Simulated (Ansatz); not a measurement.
# A hypothetical structure for ZrCrAs2

Starting from a made-up structure for ZrCrAs2, the aim is the relaxed cell, its shortest contacts and, where a second run follows, its electronic structure.

Method: DFT, PBE, plane-wave PAW, files of the set soft_1, scalar-relativistic, ferromagnetic start, cell and ions relaxed at zero pressure; PAW set soft_1, in the first sound run; inputs show where later runs differ, in Ansatz 0.2.0.

**1. The starting structure**

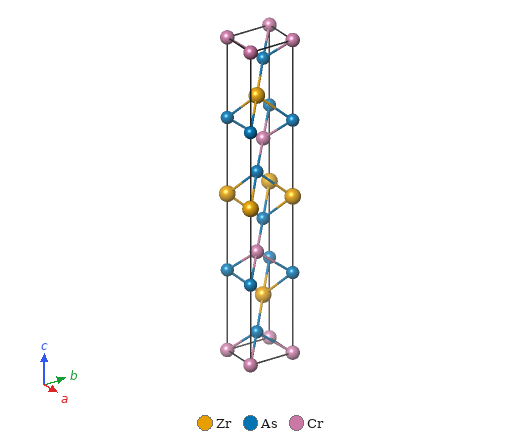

Start, viewed slightly off an axis; zirconium orange, arsenic blue, chromium pink. This picture shows the conventional cell, with its axes. Bonds to atoms that aren't drawn are left out. Some periodic images of atoms are drawn too.

As a file:

```cif
data_structure
_symmetry_space_group_name_H-M 'P 1'
_symmetry_Int_Tables_number 1
_cell_length_a 6.0212
_cell_length_b 6.0212
_cell_length_c 6.0212
_cell_angle_alpha 33.792
_cell_angle_beta 33.792
_cell_angle_gamma 33.792
_cell_volume 60.17
loop_
_atom_site_label
_atom_site_type_symbol
_atom_site_fract_x
_atom_site_fract_y
_atom_site_fract_z
_atom_site_occupancy
Zr1 Zr 0.50000 0.50000 0.50000 1
As2 As 0.25623 0.25623 0.25623 1
As3 As 0.74377 0.74377 0.74377 1
Cr4 Cr 0.00000 0.00000 0.00000 1
```

**2. Relaxation of the guess**

The guess takes its coordinates from another compound and its volume from a rule, so the cell and any free coordinates are relaxed together.

Contents of input.yaml:

```yaml
crystal:
  lattice:
    - [1.75, 1.010362971, 5.672]
    - [-1.75, 1.010362971, 5.672]
    - [0.0, -2.020725942, 5.672]
  atoms:
    - { symbol: Zr, position: [0.5, 0.5, 0.5] }
    - { symbol: As, position: [0.256233336, 0.256233336, 0.256233336] }
    - { symbol: As, position: [0.743766664, 0.743766664, 0.743766664] }
    - { symbol: Cr, position: [0.0, 0.0, 0.0], spin: 3.0 }
magnetization:
  spin_polarized: true
kpoints:
  mp_grid: { grid: [9, 9, 9] }
scf:
  occupations: { method: fermi_dirac, width: 0.05 }
hamiltonian:
  xc: pbe
  pseudopotentials: { kind: paw, azcp: { folder: soft_1 } }
relax:
  f_tol: 0.015
  max_steps: 70
  cell: {}
output:
  forces: true
  stress: true
```

Run with:

```console
ansatz run input.yaml --threads 4 --pin off --max-ram 8192MiB --backend cpu --events-out ev --progress --plain --runs-dir out
```

Numbers of over 12 decimals in the logs are rounded to 6 here.

The log of the run:

```text
basis.fft_grid_basis auto: the FFT boxes are laid along the combinations [[1, 0, -1], [0, 1, -1], [0, 0, 1]] of the cell's own vectors, 3.500, 3.500 and 6.021 Å long. The dense box has 24×24×45 points. Along the cell's own vectors, as sized, it would have 45×45×45, 3.52 times as many. Of the 12 symmetry operations that the crystal satisfies within crystal.symmetry.tolerance (time reversal apart; of a slab, those that [...]
Engine: ansatz 0.2.0, x86_64-unknown-linux-gnu
Pseudopotentials: kind: paw
Pseudopotential: Zr, paw, valence charge 12, recommended cutoff 420 eV (normal), soft_1/Zr.paw.azcp
Pseudopotential: As, paw, valence charge 15, recommended cutoff 420 eV (normal), soft_1/As.paw.azcp
Pseudopotential: Cr, paw, valence charge 14, recommended cutoff 420 eV (normal), soft_1/Cr.paw.azcp
Functional definition: PBE
  parameter kappa = 0.804
  parameter beta = 0.066725
  exchange = pbe_x(kappa = kappa, mu = beta*pi^2/3)
  correlation = pbe_c(beta = beta)
Crystal: 4 atoms, lattice volume = 60.173 Å³
Basis set: ecut = 420 eV, 1171 PW (Γ), FFT grids on a1−a3, a2−a3, a3, exchange–correlation on 48×48×90 points (8 copies of the dense FFT grid, shifted against one another)
Bands: 36, of which v1, the nominal top of the filled ones, is band 28 counted from 1 (27 counted from 0)
Symmetry: 12 space group operations
Space group: R-3m (ITA 166), of the structure as read, at distance tolerance 3.9e-5 Å
Magnetic group: BNS 166.97 (UNI 1327), of the structure as read, at distance tolerance 3.9e-5 Å
k-points: 85 of 729
Non-local potential: Zr, projectors of the file, l = 0: 3, l = 1: 2, l = 2: 2, l = 3: 1
Non-local potential: As, projectors of the file, l = 0: 2, l = 1: 2, l = 2: 3, l = 3: 1
Non-local potential: Cr, projectors of the file, l = 0: 3, l = 1: 2, l = 2: 3, l = 3: 1
PAW form: soft (Blöchl's): semilocal exchange-correlation on the pseudo side does not see the compensation charge
PAW one-centre angular grid: Zr, 590 points (default); XC on 64 Gauss nodes
PAW one-centre angular grid: As, 590 points (default); XC on 64 Gauss nodes
PAW one-centre angular grid: Cr, 590 points (default); XC on 64 Gauss nodes
Initial density: superposition of atomic densities (chi_scale 0.1, normalization cell, long waves kept (reshape's long-wave potential 0.02 eV rms))
Starting moments: Σ|m| = 3 μB on 1 of 4 sites
Initial wavefunctions: pseudopotential atomic-orbital guess
Functional: x = pbe(κ = 0.804, μ = 0.219515), c = pbe(β = 0.066725)
SCF iter   1: F=—  HF=-17277.850339 eV  |F-HF|=—  |Δ(HF+E_count)|=         —  Δρ=1.11e-1 (↑1.11e-1 ↓5.83e-2)  dr2=3.40e1  dr2_m=4.95e-1  M=2.088 μB ∫|m|=2.448 μB  β_m=0.30  ethr=3.10e-3  ⟨swp⟩=6.2  Hψ=23054  notcnv=0
Mixer restart at iter 1: flushing history
preconditioner: auto → Kerker (q_TF=auto, 2.696 Å⁻¹)  [metal: Δε(μ)=0.015 eV  Ē_g=8.047 eV  σ=0.050 eV  W_gap=0.07  n_scr=22 (ndim 8)  ℏωp=21.4 eV  f_vac=0.000  D(μ)=2.23/eV (n_scr^D=22)]
spin=Collinear: Kerker preconditioning applied to the charge; magnetization (m = ρ↑ − ρ↓) channel mixes plain (no charge-response kernel on spin).
SCF iter   2: F=—  HF=-17275.943893 eV  |F-HF|=—  |Δ(HF+E_count)|=    1.91e0  Δρ=4.29e-2 (↑4.29e-2 ↓3.38e-2)  dr2=1.03e1  dr2_m=5.10e-2  M=2.226 μB ∫|m|=2.612 μB  β_m=0.41  ethr=3.10e-3  ⟨swp⟩=3.2  Hψ=14461  notcnv=0  defer=213
SCF iter   3: F=—  HF=-17274.477722 eV  |F-HF|=—  |Δ(HF+E_count)|=    1.47e0  Δρ=2.02e-2 (↑2.02e-2 ↓1.26e-2)  dr2=9.39e-1  dr2_m=3.62e-2  M=2.229 μB ∫|m|=2.740 μB  β_m=0.65  ethr=3.10e-3  ⟨swp⟩=3.3  Hψ=10045  notcnv=0  defer=214
SCF iter   4: F=—  HF=-17274.661852 eV  |F-HF|=—  |Δ(HF+E_count)|=   1.84e-1  Δρ=5.19e-3 (↑4.81e-3 ↓5.19e-3)  dr2=6.85e-2  dr2_m=1.20e-3  M=2.128 μB ∫|m|=2.731 μB  β_m=0.83  ethr=1.68e-3  ⟨swp⟩=3.1  Hψ=13808  notcnv=0  defer=193
SCF iter   5: F=—  HF=-17274.727467 eV  |F-HF|=—  |Δ(HF+E_count)|=         —  Δρ=4.35e-3 (↑3.77e-3 ↓4.35e-3)  dr2=5.75e-2  dr2_m=1.39e-4  M=2.108 μB ∫|m|=2.710 μB  β_m=0.83  ethr=1.22e-4  ⟨swp⟩=2.1  Hψ=11242  notcnv=0  defer=191
Mixer restart at iter 5: flushing history
SCF iter   6: F=—  HF=-17274.721396 eV  |F-HF|=—  |Δ(HF+E_count)|=   6.07e-3  Δρ=6.49e-3 (↑6.49e-3 ↓1.71e-3)  dr2=2.71e-2  dr2_m=3.93e-3  M=2.079 μB ∫|m|=2.671 μB  β_m=0.65  ethr=1.03e-4  ⟨swp⟩=3.0  Hψ=12888  notcnv=0  defer=188
SCF iter   7: F=—  HF=-17274.718697 eV  |F-HF|=—  |Δ(HF+E_count)|=   2.70e-3  Δρ=9.35e-4 (↑9.35e-4 ↓6.31e-4)  dr2=7.66e-4  dr2_m=1.68e-4  M=2.093 μB ∫|m|=2.690 μB  β_m=0.82  ethr=4.84e-5  ⟨swp⟩=2.5  Hψ=12785  notcnv=0  defer=193
SCF iter   8: F=—  HF=-17274.718959 eV  |F-HF|=—  |Δ(HF+E_count)|=   2.62e-4  Δρ=5.66e-4 (↑5.66e-4 ↓2.92e-4)  dr2=6.16e-4  dr2_m=1.34e-5  M=2.091 μB ∫|m|=2.690 μB  β_m=0.86  ethr=1.37e-6  ⟨swp⟩=2.3  Hψ=8425  notcnv=0  defer=193
SCF iter   9: F=—  HF=-17274.718992 eV  |F-HF|=—  |Δ(HF+E_count)|=   3.36e-5  Δρ=9.68e-5 (↑9.65e-5 ↓9.68e-5)  dr2=7.41e-5  dr2_m=2.82e-7  M=2.091 μB ∫|m|=2.693 μB  β_m=0.78  ethr=1.10e-6  ⟨swp⟩=2.0  Hψ=10114  notcnv=0  defer=193
SCF iter  10: F=—  HF=-17274.718959 eV  |F-HF|=—  |Δ(HF+E_count)|=   3.34e-5  Δρ=7.70e-5 (↑7.17e-5 ↓7.70e-5)  dr2=1.53e-5  dr2_m=6.55e-8  M=2.091 μB ∫|m|=2.693 μB  β_m=0.89  ethr=1.32e-7  ⟨swp⟩=2.0  Hψ=10046  notcnv=0  defer=193
SCF iter  11: F=—  HF=-17274.718965 eV  |F-HF|=—  |Δ(HF+E_count)|=   5.81e-6  Δρ=2.51e-5 (↑2.31e-5 ↓2.51e-5)  dr2=1.81e-6  dr2_m=4.07e-9  M=2.090 μB ∫|m|=2.693 μB  β_m=0.93  ethr=2.74e-8  ⟨swp⟩=2.0  Hψ=7521  notcnv=0  defer=193
SCF iter  12: F=—  HF=-17274.718965 eV  |F-HF|=—  |Δ(HF+E_count)|=   4.49e-9  Δρ=2.96e-6 (↑2.96e-6 ↓2.29e-6)  dr2=1.22e-8  dr2_m=4.94e-10  M=2.090 μB ∫|m|=2.692 μB  β_m=0.97  ethr=3.23e-9  ⟨swp⟩=2.0  Hψ=8315  notcnv=0  defer=193
SCF iter  13: F=-17274.718965 eV  HF=-17274.718965 eV  |F-HF|=2.91e-11  |Δ(HF+E_count)|=   3.55e-9  Δρ=5.43e-7 (↑5.43e-7 ↓4.76e-7)  dr2=5.32e-10  dr2_m=2.24e-11  M=2.090 μB ∫|m|=2.692 μB  ethr=2.17e-11  ⟨swp⟩=1.9  Hψ=18277  notcnv=0
SCF 1 converged in 13 iterations: F = -17274.718965 eV  dr2 = 5.32e-10
  greatest PAW one-centre occupation: 1.000 electrons in one spin orbital (limit 2), on the Cr atom at site 3 (counted from 0), in its partial waves of l = 0
relax step   1: F+E_penalty+E_count = -17274.71896461 eV  Δ(F+E_penalty+E_count) = +0.000e0 eV  max|allowed force component| = 1.729e0 eV/Å  Δτ_max = 0.0000 Å  P = +34.275 GPa  Ω = 60.173 Å³  (13 SCF iters, dr2 threshold 1.00e-7 eV, accepted)
Crystal: 4 atoms, lattice volume = 68.036 Å³
Basis set: ecut = 420 eV, 1327 PW (Γ), FFT grids on a1−a3, a2−a3, a3, exchange–correlation on 48×48×90 points (8 copies of the dense FFT grid, shifted against one another)
[...]
SCF iter  10: F=—  HF=-17276.032281 eV  |F-HF|=—  |Δ(HF+E_count)|=   4.97e-7  Δρ=9.56e-6 (↑9.56e-6 ↓3.94e-6)  dr2=1.18e-7  dr2_m=1.32e-8  M=2.301 μB ∫|m|=3.324 μB  β_m=0.84  ethr=2.50e-9  ⟨swp⟩=2.1  Hψ=11046  notcnv=0  defer=12
SCF iter  11: F=-17276.032281 eV  HF=-17276.032281 eV  |F-HF|=2.24e-9  |Δ(HF+E_count)|=   1.51e-8  Δρ=1.61e-6 (↑1.40e-6 ↓1.61e-6)  dr2=6.94e-9  dr2_m=1.23e-10  M=2.301 μB ∫|m|=3.324 μB  ethr=2.11e-10  ⟨swp⟩=2.9  Hψ=23649  notcnv=0
SCF 3 converged in 11 iterations: F = -17276.032281 eV  dr2 = 6.94e-9
relax step   3: F+E_penalty+E_count = -17276.03228144 eV  Δ(F+E_penalty+E_count) = -1.536e-1 eV  max|allowed force component| = 1.323e-1 eV/Å  Δτ_max = 0.0114 Å  P = +2.610 GPa  Ω = 71.307 Å³  energy of the carried Pulay correction = -3.263e-3 eV  (11 SCF iters, dr2 threshold 4.00e-7 eV, accepted)
[...]
relax step   4: F+E_penalty+E_count = -17276.04823491 eV  Δ(F+E_penalty+E_count) = -1.595e-2 eV  max|allowed force component| = 5.491e-2 eV/Å  Δτ_max = 0.0119 Å  P = +0.365 GPa  Ω = 72.829 Å³  energy of the carried Pulay correction = -3.667e-3 eV  (9 SCF iters, dr2 threshold 4.00e-7 eV, accepted)
[...]
relax step   5: F+E_penalty+E_count = -17276.04874180 eV  Δ(F+E_penalty+E_count) = -5.069e-4 eV  max|allowed force component| = 3.550e-2 eV/Å  Δτ_max = 0.0092 Å  P = +0.086 GPa  Ω = 73.121 Å³  energy of the carried Pulay correction = -3.743e-3 eV  (9 SCF iters, dr2 threshold 3.53e-7 eV, accepted)
[...]
relax step   6: F+E_penalty+E_count = -17276.04885577 eV  Δ(F+E_penalty+E_count) = -1.140e-4 eV  max|allowed force component| = 1.594e-3 eV/Å  Δτ_max = 0.0029 Å  P = +0.012 GPa  Ω = 73.144 Å³  energy of the carried Pulay correction = -3.749e-3 eV  (8 SCF iters, dr2 threshold 7.88e-8 eV, accepted)
[...]
relax step   7: F+E_penalty+E_count = -17276.05750794 eV  Δ(F+E_penalty+E_count) = -8.652e-3 eV  max|allowed force component| = 3.969e-3 eV/Å  Δτ_max = 0.0000 Å  P = +0.191 GPa  Ω = 73.144 Å³  stress off target by 2.55e-1 GPa  SCF on the basis re-selected at this cell (its energy is not comparable with the rows above)  (12 SCF iters)
[...]
relax step   8: F+E_penalty+E_count = -17276.05762079 eV  Δ(F+E_penalty+E_count) = -1.129e-4 eV  max|allowed force component| = 1.243e-4 eV/Å  Δτ_max = 0.0000 Å  P = +0.007 GPa  Ω = 73.259 Å³  energy of the carried Pulay correction = -2.094e-5 eV  (10 SCF iters, dr2 threshold 1.62e-7 eV, accepted)
iter 1 solved again at ethr=1.97e-8 eV; its pass at ethr=3.10e-3 eV (dr2=1.10e-5 eV) is discarded
SCF iter   1: F=—  HF=-17276.057577 eV  |F-HF|=—  |Δ(HF+E_count)|=         —  Δρ=7.23e-5 (↑7.23e-5 ↓4.02e-5)  dr2=1.92e-7  dr2_m=1.73e-7  M=2.422 μB ∫|m|=3.449 μB  β_m=0.65  ethr=1.97e-8  ⟨swp⟩=4.0  Hψ=40966  notcnv=0
preconditioner: auto → none  [metal: Δε(μ)=0.003 eV  Ē_g=6.814 eV  σ=0.050 eV  W_gap=0.01  n_scr=8 (ndim 8)  ℏωp=19.4 eV  f_vac=0.000  D(μ)=2.21/eV (n_scr^D=16)]
SCF iter   2: F=—  HF=-17276.057630 eV  |F-HF|=—  |Δ(HF+E_count)|=   5.34e-5  Δρ=2.53e-5 (↑2.53e-5 ↓1.41e-5)  dr2=2.72e-8  dr2_m=2.12e-8  M=2.422 μB ∫|m|=3.449 μB  β_m=0.64  ethr=3.43e-10  ⟨swp⟩=1.9  Hψ=6724  notcnv=0
SCF iter   3: F=—  HF=-17276.057638 eV  |F-HF|=—  |Δ(HF+E_count)|=   7.71e-6  Δρ=2.93e-6 (↑2.93e-6 ↓1.39e-6)  dr2=3.31e-8  dr2_m=6.42e-10  M=2.422 μB ∫|m|=3.449 μB  β_m=0.45  ethr=4.86e-11  ⟨swp⟩=2.0  Hψ=10678  notcnv=0
SCF iter   4: F=—  HF=-17276.057638 eV  |F-HF|=—  |Δ(HF+E_count)|=   2.06e-9  Δρ=3.04e-7 (↑2.38e-7 ↓3.04e-7)  dr2=5.67e-10  dr2_m=1.08e-11  M=2.422 μB ∫|m|=3.449 μB  β_m=0.39  ethr=4.86e-11  ⟨swp⟩=2.0  Hψ=7519  notcnv=0
SCF iter   5: F=—  HF=-17276.057638 eV  |F-HF|=—  |Δ(HF+E_count)|=   1.56e-7  Δρ=1.42e-7 (↑1.03e-7 ↓1.42e-7)  dr2=6.79e-11  dr2_m=2.56e-12  M=2.422 μB ∫|m|=3.449 μB  β_m=0.70  ethr=1.01e-12  ⟨swp⟩=2.0  Hψ=7529  notcnv=0
SCF iter   6: F=—  HF=-17276.057638 eV  |F-HF|=—  |Δ(HF+E_count)|=  2.51e-10  Δρ=1.09e-7 (↑1.09e-7 ↓7.95e-8)  dr2=2.14e-11  dr2_m=3.95e-12  M=2.422 μB ∫|m|=3.449 μB  β_m=0.59  ethr=1.00e-12  ⟨swp⟩=2.0  Hψ=7163  notcnv=0
SCF iter   7: F=—  HF=-17276.057638 eV  |F-HF|=—  |Δ(HF+E_count)|=  1.82e-11  Δρ=3.80e-8 (↑3.27e-8 ↓3.80e-8)  dr2=2.44e-12  dr2_m=4.71e-13  M=2.422 μB ∫|m|=3.449 μB  β_m=0.80  ethr=1.00e-12  ⟨swp⟩=1.0  Hψ=6120  notcnv=0
SCF iter   8: F=-17276.057638 eV  HF=-17276.057638 eV  |F-HF|=3.27e-11  |Δ(HF+E_count)|=  1.82e-11  Δρ=8.84e-8 (↑8.84e-8 ↓7.31e-8)  dr2=3.71e-11  dr2_m=1.65e-13  M=2.422 μB ∫|m|=3.449 μB  ethr=1.00e-12  ⟨swp⟩=2.8  Hψ=17889  notcnv=0
SCF 9 converged in 8 iterations: F = -17276.057638 eV  dr2 = 3.71e-11
relax step   9: F+E_penalty+E_count = -17276.05763787 eV  Δ(F+E_penalty+E_count) = -1.709e-5 eV  max|allowed force component| = 8.160e-5 eV/Å  Δτ_max = 0.0000 Å  P = +0.007 GPa  Ω = 73.259 Å³  stress off target by 1.05e-2 GPa  SCF on the basis re-selected at this cell (its energy is not comparable with the rows above)  (8 SCF iters)
basis re-selected at this cell: Δ(F+E_penalty+E_count) = -1.709e-5 eV, ΔP = -0.001 GPa vs the last step (what re-selecting the basis moved, of the pressure what is left beyond the Pulay correction that the steps carried, after the strain that the cell walked since its last selection, with what the two solves' SCF thresholds leave and, on support functions, any second-order correction that the steps lacked; it is no m [...]
SCF converged after 8 iterations
Magnetization: 2.4217 μB (29.2109 up, 26.7891 down)
Absolute magnetization: 3.4493 μB (∫|ρ↑−ρ↓|, with the PAW one-centre terms)
Spin contamination: 0.3652 ħ² per cell (⟨S²⟩ above its minimum at these occupations)
Per-site moments (μB) at R_I (Å): [(-0.162583, 1.128115), (-0.059332, 1.051997), (-0.059332, 1.051997), (2.623382, 1.051997)]
Free energy (F): -17276.057638 eV
Harris-Foulkes:  -17276.057638 eV  (|F-HF|=3.27e-11)
Internal energy: -17276.039171 eV  (E = F + TS)
E sigma→0 (E₀):  -17276.048404 eV
Entropy (-TS):   -0.018467 eV (-4.617 meV/atom)
Fermi energy:    14.083643 eV
--- Per-component energies (eV) ---
  E_band       = -692.764269
  E_kinetic    = 815.750449
  E_local      = -5746.149555  (includes V_loc(G=0)·N_el)
  E_nonlocal   = -664.598643
  E_hartree    = 2988.477306
  E_xc         = -412.305356
  E_vxc        = -479.108275  (∫ρ·V_xc dr)
  E_paw        = -8214.025942  (= ΣΔE_a)
  E_vpaw       = -595.613879  (= ΣTr[D̂ρ^β])
  E_aug_tail   = 0.000788  (compensation charges beyond the density's cutoff)
  E_ewald      = -6043.188219
  E_smearing   = -0.018467  (= −TS)
  E_closure    = 0.000000  (closes the sum)
  Σ components = -17276.057638   (vs F -17276.057638, Δ=0.00e0)
--- Forces (eV/Å), atoms counted from 1 ---
  atom   1  Zr     0.00000000     0.00000000     0.00000000
  atom   2  As     0.00000000     0.00000000    -0.00008160
  atom   3  As    -0.00000000     0.00000000     0.00008160
  atom   4  Cr    -0.00000000     0.00000000     0.00000000
  max |Σ_I F_I| component: 1.36e-20 eV/Å
--- Stress (GPa, compression-positive) ---
        0.010542       0.000000       0.000000
        0.000000       0.010542       0.000000
        0.000000       0.000000      -0.000446
  P = ⅓ Tr σ = 0.0069 GPa (0.069 kbar)
--- Relaxed structure (7 steps of the walk, 7 accepted, 2 SCFs on fresh bases) ---
  F+E_penalty+E_count = -17276.05763787 eV   max|allowed force component| = 8.160e-5 eV/Å   (the final SCF, on the basis selected at the relaxed cell)
  cell:  # Å, volume = 73.2592 Å³
    - [1.908474, 1.101858, 5.806294]
    - [-1.908474, 1.101858, 5.806294]
    - [0, -2.203716, 5.806294]
  atoms:
    - { symbol: Zr, position: [0.5, 0.5, 0.5] }
    - { symbol: As, position: [0.259643, 0.259643, 0.259643] }
    - { symbol: As, position: [0.740357, 0.740357, 0.740357] }
    - { symbol: Cr, position: [2.613377393679525e-19, 2.613377393679525e-19, 2.613377393679524e-19] }
```

Run time: 40 s. Hardware: 4 threads of Intel Xeon Platinum 8488C (Sapphire Rapids), shared host; peak memory 0.7 GiB.

The steps of the relaxation:

```csv
step,energy less that of the first step (eV),largest force component (eV/Å),pressure (GPa),volume (Å³)
1,0.0000,1.7289,34.28,60.17
2,-1.1597,0.1990,9.21,68.04
3,-1.3133,0.1323,2.61,71.31
4,-1.3293,0.0549,0.36,72.83
5,-1.3298,0.0355,0.09,73.12
6,-1.3299,0.0016,0.01,73.14
7*,-1.3385,0.0040,0.19,73.14
8,-1.3387,0.0001,0.01,73.26
9*,-1.3387,0.0001,0.01,73.26
```

Relaxation steps marked * repeat the geometry before them on a plane-wave basis chosen anew for their cell, so energy and pressure can jump there.

The run keeps the 12 symmetry operations that it works with, so distortions that break them were not tested.

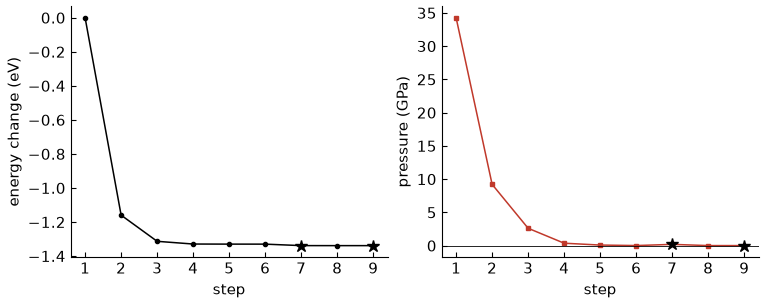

Energy and pressure along the relaxation. Stars mark steps on a basis chosen anew.

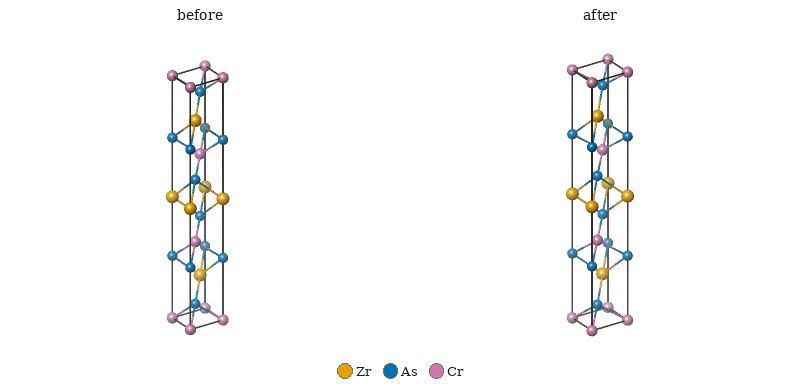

Before and after, at one scale. Bonds to atoms that aren't drawn are left out.

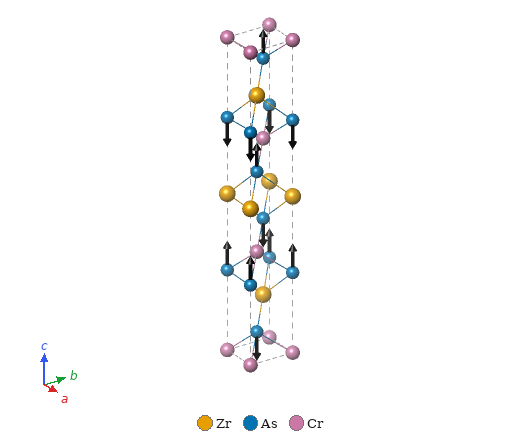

Displacements in the relaxation, exaggerated, measured against the changing cell; the longest in the cell stands for 0.06 Å. Bonds to atoms that aren't drawn are left out. Some periodic images of atoms are drawn too.

```csv
"conventional cell, symmetrised",before,after,change
a (Å),3.500,3.817,+9.1 %
b (Å),3.500,3.817,+9.1 %
c (Å),17.016,17.419,+2.4 %
volume (Å³/atom),15.04,18.31,+21.7 %
```

The atoms that moved most (Å, as changes of fractional coordinates times the final cell):

```csv
atom,dx,dy,dz,length
As2,0.000,0.000,0.059,0.059
As3,0.000,0.000,-0.059,0.059
```

The relaxed structure:

```xyz
4
Lattice="1.9085 1.1019 5.8063 -1.9085 1.1019 5.8063 0.0000 -2.2037 5.8063" Properties=species:S:1:pos:R:3 pbc="T T T"
Zr    0.0000    0.0000    8.7094
As    0.0000    0.0000    4.5227
As    0.0000    0.0000   12.8962
Cr    0.0000    0.0000    0.0000
```

This step gave:

| Quantity | Value |
| --- | --- |
| free energy | -17276.0576 eV |
| energy at zero smearing | -17276.0484 eV |
| smearing term TS | 0.01847 eV |
| Fermi energy | 14.08 eV |
| magnetization | 2.422 μB |
| absolute magnetization | 3.449 μB |
| site moments | -0.1626, -0.05933, -0.05933, 2.623 μB |
| electrons | 56 |
| symmetry operations | 12 |
| pressure | 0.006880 GPa |

Site moment by atom:

```csv
atom,site moment (μB)
Zr1,-0.16
As2,-0.06
As3,-0.06
Cr4,2.62
```

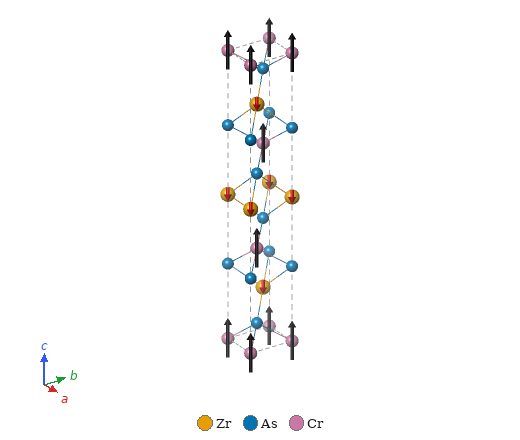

Site moment as arrows, the longest 2.62 μB. Up and down stand for the sign. Arrows give size and sign along the axis of quantisation, drawn up and down the page. Each arrow also spans its atom, so small moments look longer than they are. The two directions have two colours. Bonds to atoms that aren't drawn are left out. Some periodic images of atoms are drawn too.

Shortest distances by pair of elements, guess and relaxed (not always the same contact):

```csv
pair,guess (Å),relaxed (Å)
As–Cr,2.409,2.550
As–Zr,2.531,2.735
As–As,3.312,3.383
Cr–Zr,3.482,3.645
Zr–Zr,3.500,3.817
```

The relaxation ends with a largest force component of 8.2e-5 eV/Å and a pressure of 0.01 GPa.

(Continued in part 2 of 2.)

[Logs are printed without paths, hosts, clocks, repeated set-up lines and the standing remarks that a program may print on its own settings, such as how far it seeks lower states.]

[Hosts, paths, dates, database ids (printed as entryN), source tags and the programs' standing remarks are cut or masked in the printed files.]
